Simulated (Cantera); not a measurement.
Feed: 1 mol SiCl₄, 2.4 mol NH₃, held at 0.488 Torr.

Equilibrium computed with Cantera from the NASA thermochemical tables; the gas is ideal and each condensed phase is pure. Candidate condensed phases: NH₄Cl, Si, Si₃N₄; 28 gas species. The tables' values for SiCl₃ are old estimates; treat these amounts as uncertain. Equilibrium is a limit: real reactors are often held back by kinetics, nucleation or transport.

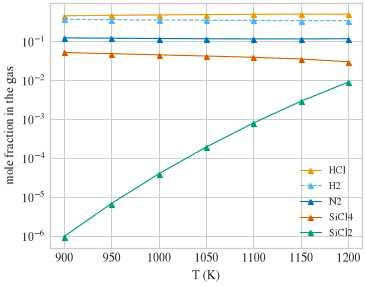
Equilibrium gas composition (values under 1e-9 drawn at 1e-9)

Question: Read off the mole fractions at 1150 K.

Answer: HCl about 0.50, H₂ about 0.34, N₂ about 0.12, SiCl₄ about 0.035, SiCl₂ about 0.0029.
